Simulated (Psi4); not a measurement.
# SiNH4ClO (SMILES N[SiH](O)Cl) at DSD-PBEP86/6-31G(d) (density fitting for correlation, spherical functions)

Aim: the vertical ionisation energy of SiNH4ClO at DSD-PBEP86/6-31G* (density fitting for correlation, spherical functions), from 2 runs. 

The calculation is run with Psi4 1.11.

4 further runs of the same task are left out: 3 that didn't finish, 1 set aside as unsound or not needed.

### 1 Starting point

SiNH4ClO: 8 atoms, total charge 0, spin state singlet. As SMILES, `N[SiH](O)Cl`. The coordinates come from a PBE0-D4/def2-TZVP relaxation. This is one conformer, not always the lowest.

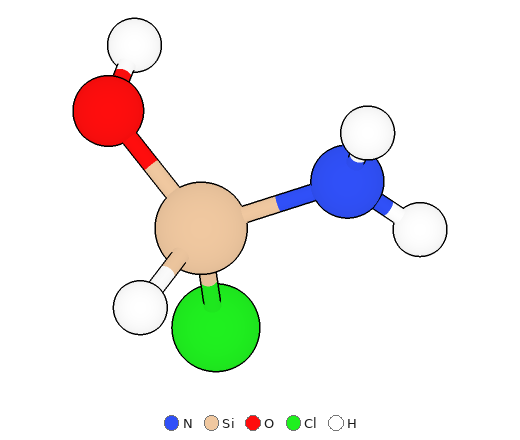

Viewed from a chosen angle; nitrogen blue, silicon light orange, oxygen red, chlorine green, hydrogen white.

### 2 The energy at DSD-PBEP86/6-31G(d) (density fitting for correlation, spherical functions)

The input, input.inp:

```
memory 2.2 GB

molecule {
  N     -0.749800     0.885600    -0.289000
  Si     0.524400    -0.226200    -0.115300
  O      0.551300    -0.861300     1.386900
  Cl     0.173100    -1.641600    -1.566900
  H     -1.217200     0.998000    -1.172700
  H     -0.806900     1.712400     0.283000
  H      1.896700     0.277200    -0.308600
  H     -0.279500    -1.201200     1.726700
  symmetry c1
}

set {
  basis 6-31G*
  puream true
  e_convergence 1e-09
  d_convergence 1e-08
  scf_type pk
  dft_radial_points 99
  dft_spherical_points 590
  num_frozen_docc 12
}

e, wfn = energy("dsd-pbep86", return_wfn=True)
```

Run with:

```sh
$ psi4 -i input.inp -o input.out -n 1
```

input.out:

```text
[...]
  Running in c1 symmetry.
[...]
  Nuclear repulsion =  228.759091773363366
[...]
  Multiplicity = 1
[...]
  Nalpha       = 25
  Nbeta        = 25
[...]
    Number of basis functions: 72
[...]
   @RKS iter   1:  -880.79225652600690   -4.01640e-01   8.77544e-03 ADIIS/DIIS
[...]
   @RKS iter  11:  -880.96352216687319   -6.13909e-12   6.92598e-09 DIIS
[...]
    Orbital Energies [Eh]
    ---------------------
    Doubly Occupied:
       1A   -103.647630     2A    -67.900772     3A    -20.076867
       4A    -15.122174     5A    -10.164096     6A     -7.729187
       7A     -7.725683     8A     -7.725562     9A     -5.890140
      10A     -4.082005    11A     -4.080453    12A     -4.079036
      13A     -1.243250    14A     -1.062469    15A     -0.999171
      16A     -0.702432    17A     -0.628938    18A     -0.611385
      19A     -0.527736    20A     -0.519661    21A     -0.473230
      22A     -0.451783    23A     -0.416731    24A     -0.410417
      25A     -0.376422
[...]
  @RKS Final Energy:  -880.96352216687319
   => Energetics <=
    Nuclear Repulsion Energy =            228.7590917733633660
    One-Electron Energy =               -1672.7714329878476747
    Two-Electron Energy =                 581.8787306213775992
    DFT Exchange-Correlation Energy =     -18.8299115737663847
    Empirical Dispersion Energy =           0.0000000000000000
    VV10 Nonlocal Energy =                  0.0000000000000000
    Total Energy =                       -880.9635221668731901
[...]
 Multipole Moments:
 ------------------------------------------------------------------------------------
     Multipole            Electronic (a.u.)      Nuclear  (a.u.)        Total (a.u.)
 ------------------------------------------------------------------------------------
 L = 1.  Multiply by 2.5417464519 to convert [e a0] to [Debye]
 Dipole X            :          0.3728323           -1.0728176           -0.6999853
 Dipole Y            :         -4.1192765            5.0317101            0.9124336
 Dipole Z            :         -2.7842435            3.0944870            0.3102435
 Magnitude           :                                                    1.1911195
[...]
```

Wall time 15 s (1 thread of Intel Xeon Platinum 8259CL at 2.50GHz (Skylake/Cascade Lake), shared host); peak memory 1.1 GiB.

### 3 The doublet cation, same level

The input, clh4nosi.in:

```
memory 2200 MB

molecule geom {
  1 2
  N
  Si 1 1.699958
  O 2 1.631159 1 111.16815
  Cl 2 2.057647 3 112.62392 1 -116.84752
  H 1 1.005993 2 120.73598 3 -147.44535
  H 1 1.006997 5 112.38893 2 154.29842
  H 2 1.474444 3 103.78735 1 127.15508
  H 3 0.959805 2 116.72124 7 176.43377
  symmetry c1
}

set globals {
  basis 6-31G*
  reference uks
  puream true
  e_convergence 1e-09
  d_convergence 1e-08
  scf_type pk
  dft_radial_points 99
  dft_spherical_points 590
  num_frozen_docc 12
  maxiter 100
}

energy("dsd-pbep86")
print_variables()
```

Run with:

```sh
$ psi4 -i clh4nosi.in -o clh4nosi.out -n 1
```

clh4nosi.out:

```text
[...]
  Running in c1 symmetry.
[...]
  Nuclear repulsion =  228.759090327484358
[...]
  Multiplicity = 2
[...]
  Nalpha       = 25
  Nbeta        = 24
[...]
    Number of basis functions: 72
[...]
   @UKS iter   1:  -880.40057662371839   -9.96092e-03   8.01967e-03 DIIS/ADIIS
[...]
   @UKS iter  19:  -880.60179457537095   -2.16005e-12   6.68114e-09 DIIS
[...]
   @S^2 Observed:                7.580408466E-01
[...]
    Orbital Energies [Eh]
    ---------------------
    Alpha Occupied:
       1A   -103.839379     2A    -68.132564     3A    -20.280679
       4A    -15.536736     5A    -10.354870     6A     -7.920199
       7A     -7.916135     8A     -7.915928     9A     -6.125796
      10A     -4.317564    11A     -4.315705    12A     -4.313913
      13A     -1.471329    14A     -1.438917    15A     -1.193281
      16A     -0.990673    17A     -0.979561    18A     -0.877285
      19A     -0.853817    20A     -0.743680    21A     -0.710190
      22A     -0.682858    23A     -0.646471    24A     -0.602596
      25A     -0.598283
    Alpha Virtual:
[...]
  @UKS Final Energy:  -880.60179457537095
   => Energetics <=
    Nuclear Repulsion Energy =            228.7590903274843583
    One-Electron Energy =               -1660.9295913389114503
    Two-Electron Energy =                 570.2984514159916216
    DFT Exchange-Correlation Energy =     -18.7297449799353828
    Empirical Dispersion Energy =           0.0000000000000000
    VV10 Nonlocal Energy =                  0.0000000000000000
    Total Energy =                       -880.6017945753709455
[...]
 Multipole Moments:
 ------------------------------------------------------------------------------------
     Multipole            Electronic (a.u.)      Nuclear  (a.u.)        Total (a.u.)
 ------------------------------------------------------------------------------------
 L = 1.  Multiply by 2.5417464519 to convert [e a0] to [Debye]
 Dipole X            :          2.7333155           -4.0010597           -1.2677442
 Dipole Y            :          1.9466203           -2.3994612           -0.4528409
 Dipole Z            :          0.6062760           -3.7787573           -3.1724813
 Magnitude           :                                                    3.4462847
[...]
```

Run time: 30 s. Hardware: 1 thread of Intel Xeon Platinum 8259CL at 2.50GHz (Skylake/Cascade Lake), shared host; peak memory 1.1 GiB.

### 4 Results

Level: DSD-PBEP86/6-31G* (density fitting for correlation, spherical functions), 12 core orbitals frozen.

```
                                                                quantity          value
                                          singlet SiNH4ClO: total energy  -881.25063 Eh
                     singlet SiNH4ClO: HOMO energy (SCF part's orbitals)      -10.24 eV
                     singlet SiNH4ClO: LUMO energy (SCF part's orbitals)        3.50 eV
                   singlet SiNH4ClO: HOMO–LUMO gap (SCF part's orbitals)       13.74 eV
                                            doublet cation: total energy  -880.87108 Eh
doublet cation: HOMO energy (SCF part's orbitals) (highest over α and β)      -16.21 eV
 doublet cation: LUMO energy (SCF part's orbitals) (lowest over α and β)       -9.55 eV
                                                    doublet cation: ⟨S²⟩          0.758
                      vertical ionisation energy (to the doublet cation)      10.328 eV
```

What this shows: Removing an electron at fixed nuclei costs 10.33 eV (997 kJ/mol). −ε(HOMO) before ionisation, 10.24 eV, is 0.09 eV below this ionisation energy.
